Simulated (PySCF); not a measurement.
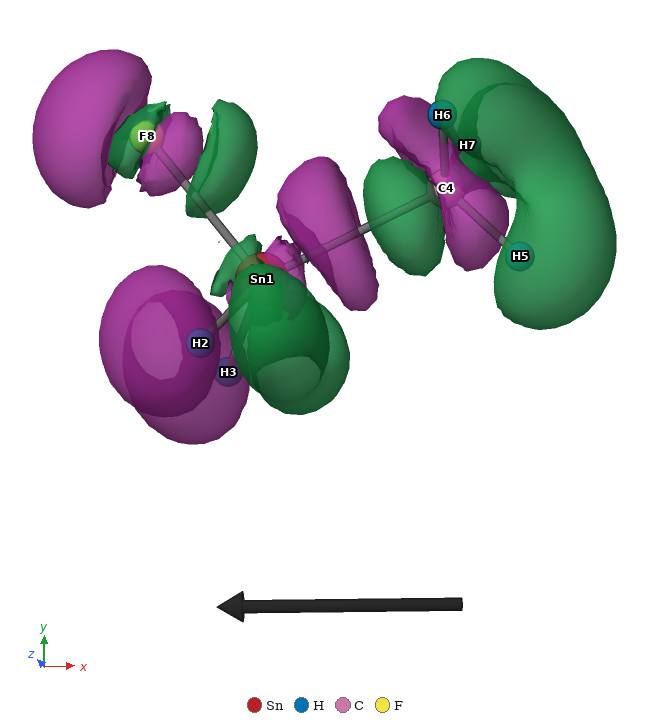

Figure. SnH2MeF (CH$_{5}$FSn). Change of the electron density in a uniform field of 0.41 V/Å along −x (arrow), surfaces at ±0.003 e/Å³ (green: gain, purple: loss).

PySCF calculation, CAM-B3LYP/def2-SVPD, gas phase; geometry: GFN2-xTB. Core potentials replace the inner electrons of Sn; spin–orbit coupling isn't included. No frequency check shows the geometry to be a minimum. GFN2-xTB bond lengths at metals and heavier atoms can be off by up to 0.1 Å and shapes distorted, which carries into these values.

The field was applied in both directions; the picture shows the one opposite to the script's first.

**How large is the response?**

The induced dipole is 1.18 D (along the field); α along this axis, from the fields in both directions, is 57 bohr³ (8.5 Å³).
